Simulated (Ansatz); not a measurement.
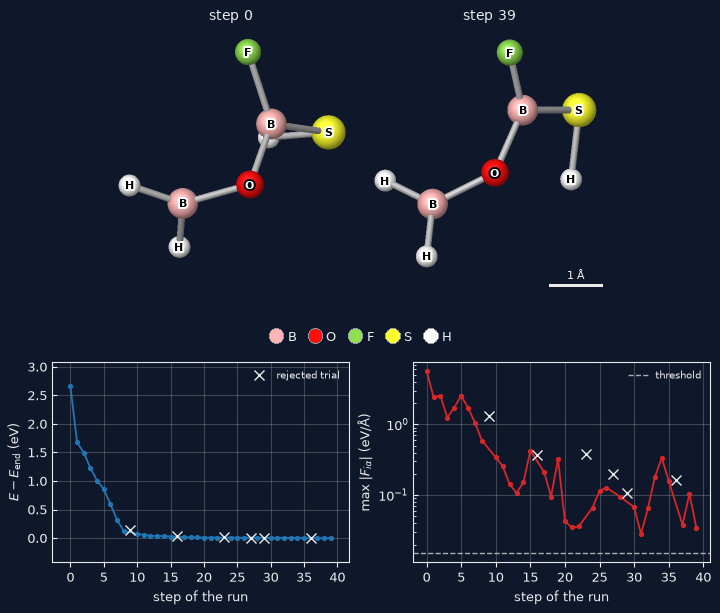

First and last geometry of a relaxation of B2H3SOF, with the history of the run. The picture is a ball-and-stick view, seen from a free direction.

The run prepares an end point of a later path (torsion) calculation, from a guessed geometry.

The calculation used Ansatz 0.2.0, RKS r2SCAN/STO-3G. (no spin polarisation; force threshold 0.015 eV/Å; at most 40 steps)

Q: Did the run converge, and what did it change?

A: The relaxation stopped without meeting its thresholds, so the last structure isn't shown to be converged. It used up its limit of 40 steps. An H atom moves most after the best rigid fit: 1.64 Å. Largest moves by element: H 1.64 Å, O 0.62 Å, S 0.47 Å, B 0.36 Å, F 0.08 Å. Some distances before and after: B–F 1.535 → 1.324 Å, B–O 1.434 → 1.339 Å, B–S 1.862 → 1.793 Å, B–O 1.468 → 1.399 Å. Among the angles between lasting bonds that change: B–O–B 104.9° → 136.1°, O–B–H 126.0° → 117.6°, H–B–H 115.1° → 121.1°. Groups turn about B–S by about 90°, B–O by about 85°. After 33 accepted moves (39 points after the start) the energy has fallen by 2.663 eV. Largest force component: 5.7 eV/Å at the start, 0.034 eV/Å at the end. The line search rejected the trial steps at points 9, 16, 23, 27, 29, 36 of the run.

Limits of the set-up: STO-3G is a minimal basis, so the numbers are rough.
